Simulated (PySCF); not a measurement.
## Electronic structure of C5H15OPSi2 in real space

```xyz
24

C    -2.4477   -0.8688    0.1585
P    -0.7588   -0.6043    0.8241
O    -0.7018   -0.7958    2.2800
C     0.3348   -1.6791   -0.2054
C     1.4055   -0.7223   -0.7271
Si    2.7778   -0.5082    0.5837
C     0.6846    0.5918   -1.0401
C    -0.0982    0.9921    0.2026
Si   -1.4063    2.3411   -0.0383
H    -2.5097   -0.6791   -0.9085
H    -2.7143   -1.9048    0.3673
H    -3.1330   -0.2177    0.6976
H     0.7413   -2.4878    0.4036
H    -0.2401   -2.1218   -1.0237
H     1.8422   -1.1201   -1.6508
H     3.5123    0.7202    0.2640
H     2.2398   -0.4424    1.9366
H     3.6566   -1.6745    0.4641
H    -0.0066    0.4376   -1.8763
H     1.3891    1.3724   -1.3352
H     0.5960    1.3206    0.9839
H    -0.7005    3.5919   -0.3245
H    -2.2266    2.4765    1.1630
H    -2.2481    2.0024   -1.1914
```

Geometry: GFN2-xTB.

These are results of PySCF 2.14.0, PBE0/pcSseg-1, SCF density, gas phase, non-relativistic, not measurements.

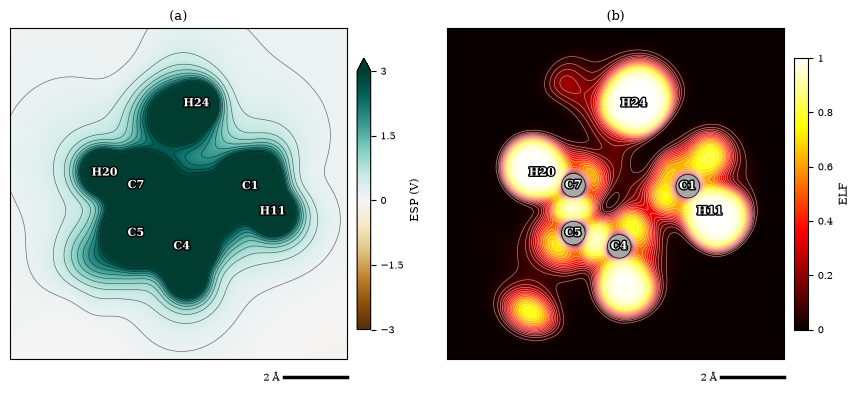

Figure 1. (a) molecular electrostatic potential; (b) electron localisation function on the plane of atoms C4, C5 and C7. Grey discs cover the atomic cores in the ELF map.

**Describe what can be read from this map.**

- The section cuts through C and H sites.
- C–C (1.53 Å): the ELF peaks at about 0.95 between the atoms (localised, covalent bonding).
- C–H (1.09 Å): the ELF climbs to about 1 towards the hydrogen, as it does in any bond to H: a covalent bond by its length.
- The potential has no marked negative region in this plane.

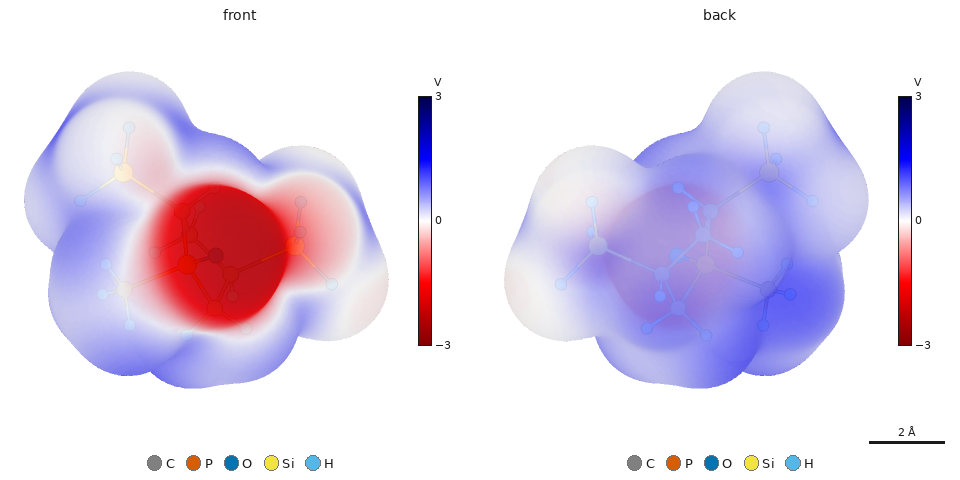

Figure 2. The molecular electrostatic potential painted on the density surface at 0.001 e/bohr³, seen from the front and from behind; red is negative and blue positive.

**Where is the surface potential most negative and most positive?**

The most negative region (about −2.2 V) lies over O3, the most positive (about +1.0 V) over H10, H14 and H19. O3 is the likeliest acceptor of a hydrogen bond.

**How polar is the molecule by this calculation?**

Its dipole moment is 4.03 D.
